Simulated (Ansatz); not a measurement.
## A small benchmark: atomisation enthalpy at 298 K

8 molecules; the atomisation enthalpy at 298 K in kJ/mol, computed less measured. Shapes, held fixed at every level: PBE0-D4/def2-TZVP. Flexible molecules stand in one conformer, not always the lowest. Thermal terms are harmonic and unscaled (PBE0-D4/def2-TZVP); the spin-orbit lowering of the free atoms is taken from their spectra. Programs: Ansatz 0.2.0. Measured values: Active Thermochemical Tables, NIST-JANAF tables.

Levels: A = r2SCAN/6-311+G**; B = CCSD(T)/6-311+G**; C = CCSD/6-311+G**.

```json
{"molecule": "BCl3 (boron trichloride)", "from tabulated heats": "1337", "A": "+25", "B": "-79", "C": "-107"}
{"molecule": "SO3 (sulfur trioxide)", "from tabulated heats": "1420", "A": "-167", "B": "-362", "C": "-432"}
{"molecule": "CHClF2 (difluorochloromethane)", "from tabulated heats": "1698", "A": "-12", "B": "-132", "C": "-167"}
{"molecule": "SO2F2 (sulfuryl fluoride)", "from tabulated heats": "1693", "A": "-212", "B": "-422", "C": "-485"}
{"molecule": "HNO3 (peroxynitrous acid)", "from tabulated heats": "1451", "A": "-5", "B": "-197", "C": "-278"}
{"molecule": "C2H4F2 (1,1-difluoroethane)", "from tabulated heats": "2965", "A": "-16", "B": "-181", "C": "-218"}
{"molecule": "C2H4O2 (methyl formate)", "from tabulated heats": "3162", "A": "-12", "B": "-205", "C": "-259"}
{"molecule": "C2H5Cl (SMILES CCCl)", "from tabulated heats": "2756", "A": "-14", "B": "-154", "C": "-182"}
```

Q: Which level does best on this set, which worst, and which err to one side?

A: 
| level | kind | mean error | mean absolute error | worst case |
| --- | --- | --- | --- | --- |
| r2SCAN/6-311+G** | meta-GGA | -51.6 | 57.9 | SO2F2 |
| CCSD(T)/6-311+G** | coupled cluster or CI | -216.5 | 216.5 | SO2F2 |
| CCSD/6-311+G** | coupled cluster or CI | -266.0 | 266.0 | SO2F2 |

On this set r2SCAN/6-311+G** has the smallest mean absolute error and CCSD/6-311+G** the largest. r2SCAN/6-311+G** is too low in 7 of 8; CCSD(T)/6-311+G** is too low in 8 of 8; CCSD/6-311+G** is too low in 8 of 8. The heats of SO2F2 come from older tables and can be uncertain by 10 kJ/mol or more. Heats of the atoms come from ATcT where it has them, that of boron, 570 kJ/mol, from recent work. Correlated wave functions converge slowly with the basis. CCSD also lacks the triples, which bind further. T1 is large for HNO3 (0.026), so single-reference values are less sure there. The set is small.

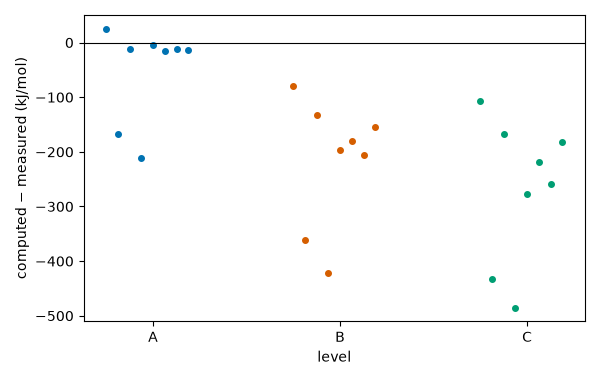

Errors of each level, one point a molecule.
